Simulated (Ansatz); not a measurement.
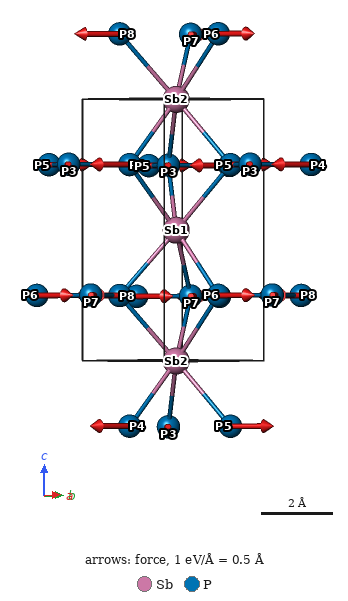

Starting geometry of crystalline SbP3 (a generated structure, set up in P-6c2) (coarse preliminary run) with the computed forces as red arrows. The picture is a ball-and-stick view of the cell of the calculation, seen from a free direction.

Theory: Ansatz, DFT PBE, scalar-relativistic, plane waves, PAW.

The input:
```yaml
crystal:
  lattice:
    - [5.14036937, 0.0, 0.0]
    - [-2.57018468, 4.45169046, 0.0]
    - [0.0, 0.0, 7.39872388]
  atoms:
    - { symbol: Sb, position: [0.33333333, 0.66666667, 0.5] }
    - { symbol: Sb, position: [0.33333333, 0.66666667, 0.0] }
    - { symbol: P, position: [0.08915166, 0.78869931, 0.75] }
    - { symbol: P, position: [0.21130069, 0.30045235, 0.75] }
    - { symbol: P, position: [0.69954765, 0.91084834, 0.75] }
    - { symbol: P, position: [0.69954765, 0.78869931, 0.25] }
    - { symbol: P, position: [0.21130069, 0.91084834, 0.25] }
    - { symbol: P, position: [0.08915166, 0.30045235, 0.25] }
basis:
  ecutwfc: 420
kpoints:
  mp_grid: { grid: [6, 6, 4] }
hamiltonian:
  xc: pbe
scf:
  occupations: { method: gaussian, width: 0.1 }
  lower_state_search: "off"
output:
  forces: true
  stress: true
  eigenvalues: true
relax:
  adjacent_minimum: "off"
  f_tol: 0.04
  max_steps: 70
  cell: { stress_tol: 0.4 }
```

Launched with:
```bash
ansatz run input.yaml --threads 1 --pin off --max-ram 2560MiB --backend cpu --events-out ev --progress --plain --runs-dir out
```

> Is this structure relaxed? If not, where do the atoms go?

It isn't relaxed: the largest force vector, on P atoms, is 2.75 eV/Å. The final displacements have little in common with the starting forces (cosine between the two patterns 0.23). After 10 accepted moves (13 points after the start) the energy has fallen by 529 meV per atom. Largest force component: 2.7 eV/Å at the start, 0.0021 eV/Å at the end. Pressure: 18.77 GPa at the start and 0.15 GPa at the end. The line search rejected the trial step at point 6 of the run. At 2 points the geometry stayed and the basis and grid were re-selected for the new cell (energy shift of 10.8 meV per atom at most each time). The largest moves relative to the cell, 0.34 Å, are those of P3, P4, P5, P6, P7 and P8. P8 goes along [2 −1 0]. Sb stays in place. The drawn cell changes as follows: a = b 5.140 → 5.319 Å (+3.5 %), c 7.399 → 8.948 Å (+20.9 %); the volume changes by +29.5 %. Near-neighbour distances that change, for instance: Sb1–P3 2.485 → 2.876 Å, P3–P4 2.380 → 2.188 Å. Among the angles between lasting bonds that change: P3–Sb1–P8 128.1° → 143.0°, P3–Sb1–P6 154.8° → 143.7°, Sb1–P3–P4 113.1° → 122.7°. The space group stays P-6c2 (No. 188).
